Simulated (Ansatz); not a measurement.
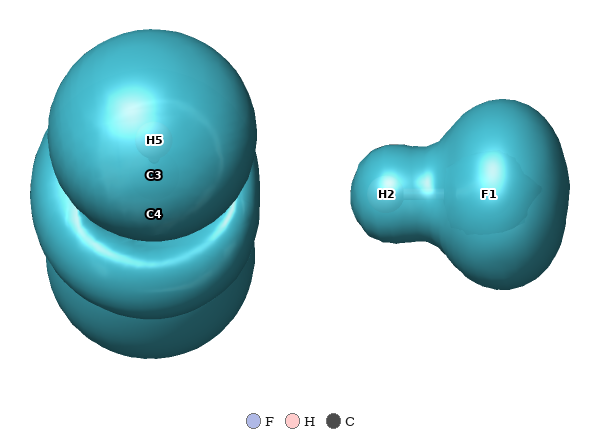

*HF···C$_{2}$H$_{2}$ (SMILES F.C#C). Isosurface of the electron localisation function at 0.75 (cyan), seen from one side. Core shells and regions of very low density are left out.*

Geometry: PBE0-D4/def2-TZVP.

These are results of RKS PBE0-D4/def2-TZVPPD (Ansatz 0.2.0), not measurements.

Input file:

```
crystal:
  periodic: [false, false, false]
  atoms:
    - {symbol: F, position_ang: [0.072089, -0.315039, -2.143629]}
    - {symbol: H, position_ang: [0.040814, -0.180662, -1.222505]}
    - {symbol: C, position_ang: [0.169247, 0.684066, 0.761122]}
    - {symbol: C, position_ang: [-0.225449, -0.437312, 0.914571]}
    - {symbol: H, position_ang: [0.520020, 1.682429, 0.631920]}
    - {symbol: H, position_ang: [-0.576720, -1.433483, 1.058520]}
basis:
  gaussian: {orbitals: "def2-TZVPPD.json"}
hamiltonian: {xc: pbe0, dispersion: d4}
output: {orbitals: {seedname: orbitals}}
```

Command:

```sh
ansatz run in.yaml --threads 2 --pin off --events-out ev --progress --plain --max-ram 5222MiB
```

**Where are the electrons localised?**

The surface consists of one region between bonded C–C atoms (shared pairs), two regions around hydrogen nuclei and one joined region spread over several atoms (F, H), in which their bonds and any lone pairs are merged.

Values along the shortest contacts:
C3···H2 (2.17 Å): the ELF dips to about 0.15 between them. C–C (1.20 Å): the ELF peaks at about 0.85 between the atoms (a short, multiple covalent bond).
